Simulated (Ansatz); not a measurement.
# Cadmium, diamond under BLYP: from relaxation to bulk modulus, part 2 of 2

What does BLYP give for cadmium in the diamond structure? We relax it, solve it on a dense k-mesh, then scale the cell to 7 volumes from 88 to 112 % of the relaxed one and try a fit of the equation of state. Spin polarisation is left out. The k-meshes are 9×9×9 for the relaxation; 13×13×13 for the dense run; 9×9×9 for the volumes.

Ansatz 0.2.0; DFT, BLYP, plane waves (420 eV) with PAW, scalar-relativistic. The steps go on from the part before.

## Step 5: At 92 % of the relaxed volume

This is Cd in the diamond structure; at room conditions it is hcp.

Contents of input.yaml:

```yaml
crystal:
  lattice:
    - [0.0, 3.4411376858, 3.4411376858]
    - [3.4411376858, 0.0, 3.4411376858]
    - [3.4411376858, 3.4411376858, 0.0]
  atoms:
    - { symbol: Cd, position: [0.125, 0.125, 0.125] }
    - { symbol: Cd, position: [0.875, 0.875, 0.875] }
hamiltonian:
  xc: blyp
  pseudopotentials:
    kind: paw
    azcp:
      Cd: "pseudopotentials/Cd.paw.azcp"
basis:
  ecutwfc: 420
  fft_grid_basis: typed
kpoints:
  mp_grid: { grid: [9, 9, 9], shift: [0, 0, 0] }
magnetization:
  spin_polarized: false
scf:
  occupations: { method: fermi_dirac, width: 0.1 }
  lower_state_search: "off"
output:
  stress: true
```

Run with:

```console
ansatz run input.yaml --threads 2 --pin off --max-ram 5120MiB --backend cpu --events-out ev --progress --plain --runs-dir out
```

The program printed, cut to the lines that bear on the results:

```text
Warning: RAYON_NUM_THREADS=2 ignored (pool sized by the plan → 2); use --threads N
[...]
Pseudopotentials: kind: paw
Pseudopotential: Cd, paw, valence charge 20, recommended cutoff 420 eV (normal), <dir>
Functional definition: BLYP
[...]
Crystal: 2 atoms, lattice volume = 81.496 Å³
Basis set: ecut = 420 eV, 1639 PW (Γ), exchange–correlation on 72×72×72 points (8 copies of the dense FFT grid, shifted against one another)
Bands: 24, of which v1, the nominal top of the filled ones, is band 20 counted from 1 (19 counted from 0)
Symmetry: 48 space group operations
Space group: Fd-3m (ITA 227), of the structure as read, at distance tolerance 4.3e-5 Å
k-points: 35 of 729
[...]
SCF iter   1: F=—  HF=-16540.060487 eV  |F-HF|=—  |Δ(HF+E_count)|=         —  Δρ=3.24e-3  dr2=5.32e-3  ethr=1.77e-3  ⟨swp⟩=5.1  Hψ=3353  notcnv=0
[...]
SCF iter   6: F=-16540.060452 eV  HF=-16540.060452 eV  |F-HF|=2.06e-9  |Δ(HF+E_count)|=   1.04e-7  Δρ=1.15e-6  dr2=1.09e-9  ethr=2.50e-10  ⟨swp⟩=4.2  Hψ=2737  notcnv=0
[...]
SCF converged after 6 iterations
Free energy (F): -16540.060452 eV
[...]
E sigma→0 (E₀):  -16540.038940 eV
Entropy (-TS):   -0.043026 eV (-21.513 meV/atom)
Fermi energy:    6.460793 eV
[...]
--- Stress (GPa, compression-positive) ---
        0.602058       0.000000      -0.000000
        0.000000       0.602058      -0.000000
        0.000000      -0.000000       0.602058
  P = ⅓ Tr σ = 0.6021 GPa (6.021 kbar)
```

Run time: 1.2 s. Hardware: 2 threads of Intel Xeon Platinum 8488C (Sapphire Rapids), shared host; peak memory 0.49 GiB.

## Step 6: At 96 % of the relaxed volume

input.yaml: that of step 5 with these lines changed.

```diff
@@ -2,5 +2,5 @@
   lattice:
-    - [0.0, 3.4411376858, 3.4411376858]
-    - [3.4411376858, 0.0, 3.4411376858]
-    - [3.4411376858, 3.4411376858, 0.0]
+    - [0.0, 3.4903034381, 3.4903034381]
+    - [3.4903034381, 0.0, 3.4903034381]
+    - [3.4903034381, 3.4903034381, 0.0]
   atoms:
```

Run with:

```console
ansatz run input.yaml --threads 2 --pin off --max-ram 5120MiB --backend cpu --events-out ev --progress --plain --runs-dir out
```

The program printed, cut to the lines that bear on the results:

```text
Warning: RAYON_NUM_THREADS=2 ignored (pool sized by the plan → 2); use --threads N
[...]
[... 3 set-up lines as earlier in the session ...]
[...]
Crystal: 2 atoms, lattice volume = 85.039 Å³
Basis set: ecut = 420 eV, 1687 PW (Γ), exchange–correlation on 72×72×72 points (8 copies of the dense FFT grid, shifted against one another)
Bands: 24, of which v1, the nominal top of the filled ones, is band 20 counted from 1 (19 counted from 0)
[... 1 set-up line as earlier in the session ...]
Space group: Fd-3m (ITA 227), of the structure as read, at distance tolerance 4.4e-5 Å
k-points: 35 of 729
[...]
SCF iter   1: F=—  HF=-16540.069738 eV  |F-HF|=—  |Δ(HF+E_count)|=         —  Δρ=3.25e-3  dr2=5.66e-3  ethr=1.77e-3  ⟨swp⟩=5.2  Hψ=3363  notcnv=0
[...]
SCF iter   6: F=-16540.069535 eV  HF=-16540.069535 eV  |F-HF|=1.78e-9  |Δ(HF+E_count)|=   9.47e-8  Δρ=1.10e-6  dr2=9.68e-10  ethr=2.50e-10  ⟨swp⟩=4.1  Hψ=2696  notcnv=0
[...]
SCF converged after 6 iterations
Free energy (F): -16540.069535 eV
[...]
E sigma→0 (E₀):  -16540.048406 eV
Entropy (-TS):   -0.042258 eV (-21.129 meV/atom)
Fermi energy:    6.081745 eV
[...]
--- Stress (GPa, compression-positive) ---
        0.238954      -0.000000       0.000000
        0.000000       0.238954       0.000000
       -0.000000       0.000000       0.238954
  P = ⅓ Tr σ = 0.2390 GPa (2.390 kbar)
```

Wall time 1.1 s (2 threads of Intel Xeon Platinum 8488C (Sapphire Rapids), shared host); peak memory 0.49 GiB.

## Step 7: At 100 % of the relaxed volume

input.yaml: that of step 6 with these lines changed.

```diff
@@ -2,5 +2,5 @@
   lattice:
-    - [0.0, 3.4903034381, 3.4903034381]
-    - [3.4903034381, 0.0, 3.4903034381]
-    - [3.4903034381, 3.4903034381, 0.0]
+    - [0.0, 3.5381217561, 3.5381217561]
+    - [3.5381217561, 0.0, 3.5381217561]
+    - [3.5381217561, 3.5381217561, 0.0]
   atoms:
```

Run with:

```console
ansatz run input.yaml --threads 2 --pin off --max-ram 5120MiB --backend cpu --events-out ev --progress --plain --runs-dir out
```

The program printed, cut to the lines that bear on the results:

```text
Warning: RAYON_NUM_THREADS=2 ignored (pool sized by the plan → 2); use --threads N
[...]
[... 3 set-up lines as earlier in the session ...]
[...]
Crystal: 2 atoms, lattice volume = 88.583 Å³
Basis set: ecut = 420 eV, 1759 PW (Γ), exchange–correlation on 72×72×72 points (8 copies of the dense FFT grid, shifted against one another)
Bands: 24, of which v1, the nominal top of the filled ones, is band 20 counted from 1 (19 counted from 0)
[... 2 set-up lines as earlier in the session ...]
k-points: 35 of 729
[...]
SCF iter   1: F=—  HF=-16540.072100 eV  |F-HF|=—  |Δ(HF+E_count)|=         —  Δρ=3.31e-3  dr2=6.16e-3  ethr=1.77e-3  ⟨swp⟩=5.2  Hψ=3362  notcnv=0
[...]
SCF iter   6: F=-16540.071727 eV  HF=-16540.071727 eV  |F-HF|=1.24e-9  |Δ(HF+E_count)|=   7.73e-8  Δρ=9.93e-7  dr2=7.10e-10  ethr=2.50e-10  ⟨swp⟩=4.1  Hψ=2509  notcnv=0
[...]
SCF converged after 6 iterations
Free energy (F): -16540.071727 eV
[...]
E sigma→0 (E₀):  -16540.051654 eV
Entropy (-TS):   -0.040146 eV (-20.073 meV/atom)
Fermi energy:    5.736614 eV
[...]
--- Stress (GPa, compression-positive) ---
       -0.029667      -0.000000       0.000000
       -0.000000      -0.029667      -0.000000
       -0.000000      -0.000000      -0.029667
  P = ⅓ Tr σ = -0.0297 GPa (-0.297 kbar)
```

It took 1.2 s on 2 threads of Intel Xeon Platinum 8488C (Sapphire Rapids), shared host; peak memory 0.48 GiB.

## Step 8: At 104 % of the relaxed volume

input.yaml: that of step 7 with these lines changed.

```diff
@@ -2,5 +2,5 @@
   lattice:
-    - [0.0, 3.5381217561, 3.5381217561]
-    - [3.5381217561, 0.0, 3.5381217561]
-    - [3.5381217561, 3.5381217561, 0.0]
+    - [0.0, 3.5846813291, 3.5846813291]
+    - [3.5846813291, 0.0, 3.5846813291]
+    - [3.5846813291, 3.5846813291, 0.0]
   atoms:
```

Run with:

```console
ansatz run input.yaml --threads 2 --pin off --max-ram 5120MiB --backend cpu --events-out ev --progress --plain --runs-dir out
```

The program printed, cut to the lines that bear on the results:

```text
Warning: RAYON_NUM_THREADS=2 ignored (pool sized by the plan → 2); use --threads N
[...]
[... 3 set-up lines as earlier in the session ...]
[...]
Crystal: 2 atoms, lattice volume = 92.126 Å³
Basis set: ecut = 420 eV, 1807 PW (Γ), exchange–correlation on 72×72×72 points (8 copies of the dense FFT grid, shifted against one another)
Bands: 24, of which v1, the nominal top of the filled ones, is band 20 counted from 1 (19 counted from 0)
[... 2 set-up lines as earlier in the session ...]
k-points: 35 of 729
[...]
SCF iter   1: F=—  HF=-16540.069209 eV  |F-HF|=—  |Δ(HF+E_count)|=         —  Δρ=3.40e-3  dr2=6.73e-3  ethr=1.77e-3  ⟨swp⟩=5.4  Hψ=3378  notcnv=0
[...]
SCF iter   6: F=-16540.068638 eV  HF=-16540.068638 eV  |F-HF|=9.28e-10  |Δ(HF+E_count)|=   6.38e-8  Δρ=8.80e-7  dr2=4.88e-10  ethr=2.36e-10  ⟨swp⟩=2.1  Hψ=2647  notcnv=0
[...]
SCF converged after 6 iterations
Free energy (F): -16540.068638 eV
[...]
E sigma→0 (E₀):  -16540.049519 eV
Entropy (-TS):   -0.038239 eV (-19.119 meV/atom)
Fermi energy:    5.423119 eV
[...]
--- Stress (GPa, compression-positive) ---
       -0.242589       0.000000       0.000000
       -0.000000      -0.242589       0.000000
        0.000000      -0.000000      -0.242589
  P = ⅓ Tr σ = -0.2426 GPa (-2.426 kbar)
```

It took 1.2 s on 2 threads of Intel Xeon Platinum 8488C (Sapphire Rapids), shared host; peak memory 0.49 GiB.

## Step 9: At 108 % of the relaxed volume

input.yaml: that of step 8 with these lines changed.

```diff
@@ -2,5 +2,5 @@
   lattice:
-    - [0.0, 3.5846813291, 3.5846813291]
-    - [3.5846813291, 0.0, 3.5846813291]
-    - [3.5846813291, 3.5846813291, 0.0]
+    - [0.0, 3.6300618596, 3.6300618596]
+    - [3.6300618596, 0.0, 3.6300618596]
+    - [3.6300618596, 3.6300618596, 0.0]
   atoms:
```

Run with:

```console
ansatz run input.yaml --threads 2 --pin off --max-ram 5120MiB --backend cpu --events-out ev --progress --plain --runs-dir out
```

The program printed, cut to the lines that bear on the results:

```text
Warning: RAYON_NUM_THREADS=2 ignored (pool sized by the plan → 2); use --threads N
[...]
[... 3 set-up lines as earlier in the session ...]
[...]
Crystal: 2 atoms, lattice volume = 95.669 Å³
Basis set: ecut = 420 eV, 1893 PW (Γ), exchange–correlation on 72×72×72 points (8 copies of the dense FFT grid, shifted against one another)
Bands: 24, of which v1, the nominal top of the filled ones, is band 20 counted from 1 (19 counted from 0)
[... 1 set-up line as earlier in the session ...]
Space group: Fd-3m (ITA 227), of the structure as read, at distance tolerance 4.6e-5 Å
k-points: 35 of 729
[...]
SCF iter   1: F=—  HF=-16540.062123 eV  |F-HF|=—  |Δ(HF+E_count)|=         —  Δρ=3.41e-3  dr2=6.93e-3  ethr=1.77e-3  ⟨swp⟩=5.4  Hψ=3379  notcnv=0
[...]
SCF iter   6: F=-16540.061427 eV  HF=-16540.061427 eV  |F-HF|=7.09e-10  |Δ(HF+E_count)|=   4.18e-8  Δρ=9.89e-7  dr2=7.89e-10  ethr=2.72e-11  ⟨swp⟩=2.0  Hψ=2687  notcnv=0
[...]
SCF converged after 6 iterations
Free energy (F): -16540.061427 eV
[...]
E sigma→0 (E₀):  -16540.042682 eV
Entropy (-TS):   -0.037491 eV (-18.746 meV/atom)
Fermi energy:    5.135699 eV
[...]
--- Stress (GPa, compression-positive) ---
       -0.399588       0.000000      -0.000000
       -0.000000      -0.399588      -0.000000
       -0.000000       0.000000      -0.399588
  P = ⅓ Tr σ = -0.3996 GPa (-3.996 kbar)
```

Run time: 1.2 s. Hardware: 2 threads of Intel Xeon Platinum 8488C (Sapphire Rapids), shared host; peak memory 0.49 GiB.

## Step 10: At 112 % of the relaxed volume

input.yaml: that of step 9 with these lines changed.

```diff
@@ -2,5 +2,5 @@
   lattice:
-    - [0.0, 3.6300618596, 3.6300618596]
-    - [3.6300618596, 0.0, 3.6300618596]
-    - [3.6300618596, 3.6300618596, 0.0]
+    - [0.0, 3.67433527, 3.67433527]
+    - [3.67433527, 0.0, 3.67433527]
+    - [3.67433527, 3.67433527, 0.0]
   atoms:
```

Run with:

```console
ansatz run input.yaml --threads 2 --pin off --max-ram 5120MiB --backend cpu --events-out ev --progress --plain --runs-dir out
```

The program printed, cut to the lines that bear on the results:

```text
Warning: RAYON_NUM_THREADS=2 ignored (pool sized by the plan → 2); use --threads N
[...]
[... 3 set-up lines as earlier in the session ...]
[...]
Crystal: 2 atoms, lattice volume = 99.212 Å³
Basis set: ecut = 420 eV, 1917 PW (Γ), exchange–correlation on 72×72×72 points (8 copies of the dense FFT grid, shifted against one another)
Bands: 24, of which v1, the nominal top of the filled ones, is band 20 counted from 1 (19 counted from 0)
[... 2 set-up lines as earlier in the session ...]
k-points: 35 of 729
[...]
SCF iter   1: F=—  HF=-16540.052177 eV  |F-HF|=—  |Δ(HF+E_count)|=         —  Δρ=3.33e-3  dr2=6.77e-3  ethr=1.77e-3  ⟨swp⟩=5.5  Hψ=3385  notcnv=0
[...]
SCF iter   6: F=-16540.051441 eV  HF=-16540.051441 eV  |F-HF|=4.87e-10  |Δ(HF+E_count)|=   3.90e-8  Δρ=8.94e-7  dr2=7.24e-10  ethr=2.80e-11  ⟨swp⟩=2.0  Hψ=2729  notcnv=0
[...]
SCF converged after 6 iterations
Free energy (F): -16540.051441 eV
[...]
E sigma→0 (E₀):  -16540.032849 eV
Entropy (-TS):   -0.037184 eV (-18.592 meV/atom)
Fermi energy:    4.868569 eV
[...]
--- Stress (GPa, compression-positive) ---
       -0.494879      -0.000000      -0.000000
       -0.000000      -0.494879      -0.000000
       -0.000000       0.000000      -0.494879
  P = ⅓ Tr σ = -0.4949 GPa (-4.949 kbar)
```

Wall time 1.2 s (2 threads of Intel Xeon Platinum 8488C (Sapphire Rapids), shared host); peak memory 0.5 GiB.

## Step 11: Energy and pressure against volume

The cell was scaled evenly, with its shape and the fractional positions fixed.

```
V (Å³/atom)  E − E₀ (meV/atom)  P from the stress (GPa)  P from the fit (GPa)
     38.976               15.6                     1.12                  1.05
     40.748                6.4                     0.60                  0.62
     42.520                1.6                     0.24                  0.28
     44.291                0.0                    -0.03                  0.01
     46.063                1.1                    -0.24                 -0.21
     47.835                4.5                    -0.40                 -0.38
     49.606                9.4                    -0.49                 -0.52
```

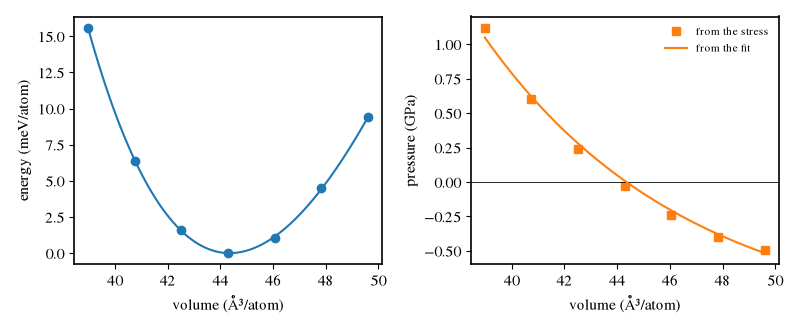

Energy and pressure against volume; the lines are the Birch-Murnaghan fit.

Fit (Birch-Murnaghan, third order): V₀ = 44.352 Å³/atom, B₀ = 6.0 GPa, B₀′ = 4.7, largest residual 0.09 meV/atom.

## Step 12: Summary of results

What follows sums up all 2 parts.

| quantity | value |
| --- | --- |
| space group (spins left aside) | Fd-3m (No. 227) |
| conventional cell | a = 7.076 Å |
| volume | 44.291 Å³/atom |
| shortest distance | 3.064 Å |
| gap on the mesh | none (levels filled in part) |
| relative to hcp | +29 meV/atom |
| V₀, B₀, B₀′ | 44.352 Å³/atom, 6.0 GPa, 4.7 |

**Reading.** The relaxation enlarged the cell by 52.0 % in volume. Against the reference form of cadmium (hcp, computed apart with the same settings) it stands 29 meV/atom higher. No gap shows: it is a metal or semimetal at this level. The fitted modulus is 6.0 GPa, a soft solid. The symmetry was held, so the structure may be unstable against distortions that break it.
